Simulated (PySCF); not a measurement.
The calculation's input:

```
# N#CC#[Si]
import pyscf.grad
from pyscf import gto, dft

mol = gto.M(
    atom='C -2.094017 2.480371 0.903919; C -0.945708 1.790629 0.789407; N -3.101708 3.086192 1.005693; Si 0.502738 0.918126 0.644340',
    verbose=3,
    basis='def2-tzvpd',
    charge=0,
    spin=1,
    max_memory=3720,
)

mf = dft.UKS(mol, xc='pbe0')
mf = mf.density_fit(auxbasis='def2-universal-jkfit')
mf.grids.level = 3
mf.max_cycle = 100
mf.conv_tol = 1e-09
mf.kernel()
if not mf.converged:
    mf = mf.newton().run(mf.mo_coeff, mf.mo_occ)
for _ in range(3):
    mo, _, stable, _ = mf.stability(return_status=True)
    if stable:
        break
    mf.kernel(mf.make_rdm1(mo, mf.mo_occ))

e_tot = mf.e_tot
print('E = %.10f Eh' % e_tot)
grad = mf.Gradients().kernel()
mf.analyze()
```

Command:

```sh
OMP_NUM_THREADS=2 python input.py
```

Geometry: PBE0-D3(BJ)/pcseg-1.

Theory: Gaussian-basis quantum chemistry of an isolated molecule with PySCF, energy and nuclear gradient, functional PBE0 (PySCF 2.14.0).

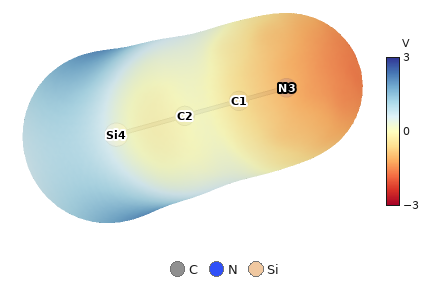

C$_{2}$NSi (doublet). The electrostatic potential painted on the density surface at 0.002 e/bohr³, seen at a tilt; the colour scale runs from red (negative) to blue (positive).

**Where is the surface potential most negative and most positive?**

The most negative region (about −1.6 V, or −37 kcal/mol for a unit charge) lies over N3, the most positive (about +2.0 V, or +46 kcal/mol for a unit charge) over Si4. N3 is the likeliest acceptor of a hydrogen bond.

**What dipole moment does the calculation give?**

Its dipole moment is 3.99 D.
